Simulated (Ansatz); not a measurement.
# CH2FI (fluoroiodomethane) at PBE/def2-SVP (core potential)

Aim: the electronic atomisation energy of CH2FI (fluoroiodomethane) at PBE/def2-SVP (core potential), from 5 runs. 

The calculation is run with Ansatz 0.2.0.

46 further runs of the same task are left out: 1 that didn't finish, 45 set aside as unsound or not needed.

### Step 1. The structure to begin with

CH2FI: 5 atoms, total charge 0, spin state singlet. SMILES: `FCI`. The coordinates come from a PBE0-D4/def2-TZVP relaxation.

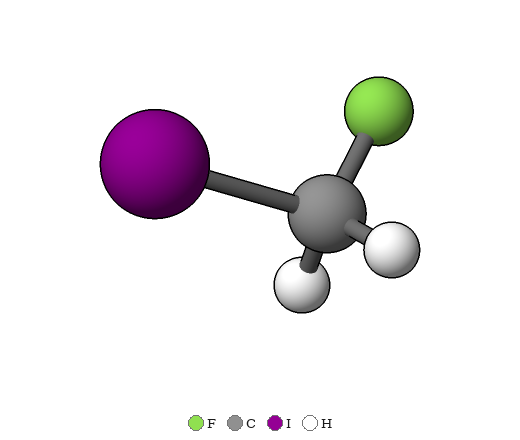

Viewed from a chosen angle; fluorine green, carbon grey, iodine purple, hydrogen white.

### Step 2. The energy at PBE/def2-SVP (core potential)

File job.yaml:

```yaml
crystal:
  periodic: [false, false, false]
  atoms:
    - {symbol: F, position_ang: [1.196300, 0.710900, -0.175500]}
    - {symbol: C, position_ang: [0.160600, -0.114100, 0.103400]}
    - {symbol: I, position_ang: [-1.632300, 0.547900, -0.864200]}
    - {symbol: H, position_ang: [0.368100, -1.112000, -0.277200]}
    - {symbol: H, position_ang: [-0.042700, -0.106200, 1.172200]}
basis:
  gaussian: {orbitals: def2-SVP}
hamiltonian: {xc: {name: PBE}}
accuracy: high
output: {orbitals: {seedname: orbitals}}
```

Started as:

```console
ansatz run job.yaml --threads 1 --pin off --max-ram 3480MiB --events-out events.jsonl --progress --plain --runs-dir runs
```

What it wrote:

```text
Warning: RAYON_NUM_THREADS=1 ignored (pool sized by the plan → 1); use --threads N
Functional definition: PBE
  name "PBE"
  parameter kappa = 0.804
  parameter beta = 0.06672455060314922
  exchange = pbe_x(kappa = kappa, mu = beta*pi^2/3)
  correlation = pbe_c(beta = beta)
1500 factors; integrals over basis functions are off by at most 3.2e-9 eV
mean field evaluation 1: about -11876.8818 eV, gradient 3.3e1 eV
mean field evaluation 2: about -11871.7272 eV, gradient 5.3e1 eV
mean field evaluation 4: about -11879.5458 eV, gradient 1.5e0 eV
mean field evaluation 8: about -11879.5480 eV, gradient 2.6e-1 eV
mean field evaluation 16: about -11879.5481 eV, gradient 3.9e-6 eV
mean field -11879.54811953 eV, -436.5653411459 hartree, gradient 3.3e-8 eV, S^2 0.000000; 0 other end points of the search recorded, 0 dependent functions left out
reference -11879.54812169 eV, -436.5653412253 hartree; 21, 21 occupied and 43, 43 virtual orbitals, 1500 factors
Total energy: -11879.54812169 eV, -436.5653412253 hartree
```

Run time: 3.9 s. Hardware: 1 thread of Arm Neoverse V1, shared host; peak memory 0.16 GiB.

### Step 3. The C atom at the same level

File in.yaml:

```yaml
crystal:
  periodic: [false, false, false]
  atoms:
    - {symbol: C, position_ang: [0.000000, 0.000000, 0.000000]}
basis:
  gaussian:
    orbitals: def2-SVP
magnetization:
  spin_polarized: true
  initial_magnetization: 2
accuracy: high
hamiltonian:
  xc: {name: PBE}
```

Run the same way, it converges to -37.75124 Eh (log not shown).

### Step 4. The F atom, same level

File job.yaml:

```yaml
crystal:
  periodic: [false, false, false]
  atoms:
    - {symbol: F, position_ang: [0.000000, 0.000000, 0.000000]}
basis:
  gaussian: {orbitals: def2-SVP}
magnetization: {spin_polarized: true, initial_magnetization: 1}
hamiltonian: {xc: pbe}
accuracy: high
```

Run the same way, it converges to -99.53976 Eh (log not shown).

### Step 5. The H atom

File in.yaml:

```yaml
crystal:
  periodic: [false, false, false]
  atoms:
    - symbol: H
      position_ang: [0.000000, 0.000000, 0.000000]
basis:
  gaussian:
    orbitals: def2-SVP
magnetization:
  spin_polarized: true
  initial_magnetization: 1
hamiltonian:
  xc: pbe
accuracy: high
```

Run the same way, it converges to -0.49863 Eh (log not shown).

### Step 6. The I atom

File in.yaml:

```yaml
crystal:
  periodic: [false, false, false]
  atoms:
    - {symbol: I, position_ang: [0.000000, 0.000000, 0.000000]}
basis:
  gaussian:
    orbitals: def2-SVP
accuracy: high
magnetization:
  spin_polarized: true
  initial_magnetization: 1
hamiltonian:
  xc: {name: PBE}
```

Started as:

```console
ansatz run in.yaml --threads 1 --pin off --max-ram 3480MiB --events-out events.jsonl --progress --plain --runs-dir runs
```

What it wrote (excerpt; [...] marks lines left out):

```text
Warning: RAYON_NUM_THREADS=1 ignored (pool sized by the plan → 1); use --threads N
[... 6 set-up lines as earlier in the session ...]
228 factors; integrals over basis functions are off by at most 2.0e-9 eV
mean field evaluation 1: about -8099.5739 eV, gradient 2.6e0 eV
mean field evaluation 2: about -8099.5195 eV, gradient 3.7e0 eV
mean field evaluation 4: about -8099.6082 eV, gradient 1.5e0 eV
mean field evaluation 8: about -8099.6083 eV, gradient 1.5e0 eV
mean field evaluation 16: about -8099.6262 eV, gradient 1.5e-8 eV
mean field evaluation 32: about -8099.6262 eV, gradient 1.4e-5 eV
mean field -8099.62622511 eV, -297.6557736490 hartree, gradient 1.5e-8 eV, S^2 0.751039; 2 other end points of the search recorded, 0 dependent functions left out
reference -8099.62622660 eV, -297.6557737037 hartree; 13, 12 occupied and 13, 14 virtual orbitals, 228 factors
Total energy: -8099.62622660 eV, -297.6557737037 hartree
```

Run time: 2.5 s. Hardware: 1 thread of Arm Neoverse V1, shared host; peak memory 0.097 GiB.

### Step 7. Summary of results

Level: PBE/def2-SVP (core potential).

| quantity | value |
| --- | --- |
| molecule: total energy | -436.56534 Eh |
| molecule: HOMO energy | -6.24 eV |
| molecule: LUMO energy | -1.76 eV |
| molecule: HOMO–LUMO gap | 4.48 eV |
| C atom: total energy | -37.75124 Eh |
| C atom: ⟨S²⟩ | 2.002 |
| F atom: total energy | -99.53976 Eh |
| F atom: ⟨S²⟩ | 0.751 |
| H atom: total energy | -0.49863 Eh |
| H atom: ⟨S²⟩ | 0.750 |
| I atom: total energy | -297.65577 Eh |
| I atom: ⟨S²⟩ | 0.751 |
| electronic atomisation energy | 16.907 eV |

What this shows: Taking the molecule apart into free atoms costs 16.91 eV (1631 kJ/mol), before zero-point energy and without spin-orbit coupling.
